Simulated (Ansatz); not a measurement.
Na₃BF₈

```xyz
24
Lattice="5.3582 0.0000 0.0000 0.0000 5.3582 0.0000 0.0000 0.0000 10.7008" Properties=species:S:1:pos:R:3 pbc="T T T"
B     0.0000    0.0000    0.0000
B     2.6791    2.6791    5.3504
Na    0.0000    2.6791    2.6752
Na    2.6791    0.0000    8.0256
Na    2.6791    0.0000    2.6752
Na    0.0000    2.6791    8.0256
F     1.2661    1.2661    1.2049
F     3.9453    3.9453    6.5553
F     4.0921    1.2661    1.2049
F     1.4130    3.9453    6.5553
F     1.4130    1.4130    6.5553
F     4.0921    4.0921    1.2049
F     1.2661    4.0921    1.2049
F     3.9453    1.4130    6.5553
F     3.9453    1.4130    4.1455
F     1.2661    4.0921    9.4959
F     1.4130    1.4130    4.1455
F     4.0921    4.0921    9.4959
F     1.4130    3.9453    4.1455
F     4.0921    1.2661    9.4959
F     1.2661    1.2661    9.4959
F     3.9453    3.9453    4.1455
Na    0.0000    0.0000    5.3504
Na    2.6791    2.6791    0.0000
```

Space group I4/mmm; built by placing these elements on a known structure type; not relaxed (largest force 1.6 eV/Å); computed pressure about −11 GPa in this cell.

Theory: DFT, PAW plane waves, r2SCAN (Ansatz).

### What can the converged valence pseudo-density and electron localisation function tell about the bonding?

B–F (2.16 Å): the density is about 0.31 e/Å³ at the midpoint, with its minimum of 0.28 e/Å³ about 0.9 Å from B; the ELF peaks at about 0.80 in the valence shell of F, 0.6 Å from its nucleus, and drops to about 0.45 between the two atoms.
Na–F (2.33 Å): the density is about 0.12 e/Å³ at the midpoint; the ELF is about 0.05 at the midpoint: no localised pair shows between them.
Bader's partition of the density gives B +1.63, Na +0.91 and F −0.55 e.

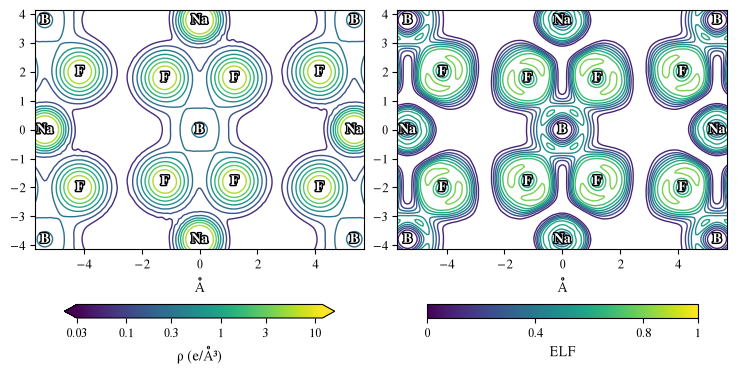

Computed valence pseudo-density and electron localisation function on the (11̄0) plane of the conventional cell, in this order. 

Core electrons are frozen (PAW), and the valence fields are smoothed inside the atomic spheres.
